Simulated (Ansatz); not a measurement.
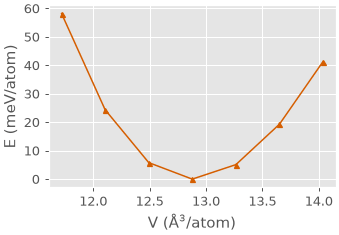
Fig. 1. Cu3N in space group Pm-3m (No. 221; N on 1a, Cu on 3d) under volume change, LDA (plane waves, PAW; program Ansatz), scaled uniformly.

Question: What does a third-order Birch–Murnaghan fit give for V₀, B₀ and B′?

Answer: V₀ = 12.88 Å³/atom, B₀ = 149 GPa, B′ = 4.7.

The LDA relaxation kept the symmetry of its start; of distortions, only those at the zone centre were tested. No spin polarisation was allowed. The volume moved by 16 % from the start of the relaxation. Its formation energy is positive at this level, so the cell may be metastable or incomplete.

Potentials: the later of the program's two PAW sets.
